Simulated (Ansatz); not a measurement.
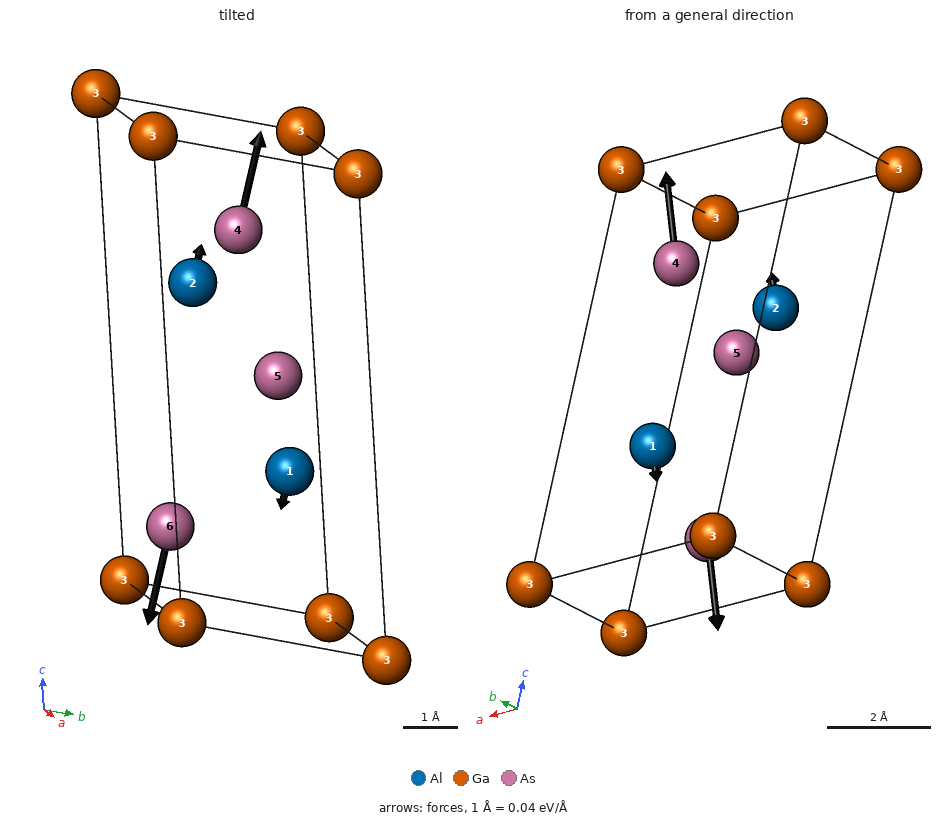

Spheres-only drawing of the structure, looking slightly off an axis and from a general direction. The cell (the run's own, in a reduced setting) is drawn as a box. The arrows are the computed forces on the atoms.

System: Al$_{2}$GaAs$_{3}$. Setup: DFT r2SCAN, scalar-relativistic, plane waves, PAW (Ansatz); a kinetic-energy cutoff of 500 eV, k-points about 0.22 Å⁻¹ apart, Gaussian smearing of 0.02 eV, no spin polarisation.

Q: Do the forces show a relaxed structure?

A: No. The atoms still feel forces of up to about 0.06 eV/Å, above a usual threshold of 0.01 to 0.03 eV/Å.

Q: On which atom is the force largest?

A: As4 and As6, about 0.06 eV/Å.

The initial geometry was a structure type filled with these elements by a generator (whether the compound takes this form wasn't checked). Earlier steps of the study, as a rule a relaxation of our own, may have changed the cell and positions, so they can lie some per cent off the listed ones. It went into a calculation with Ansatz.
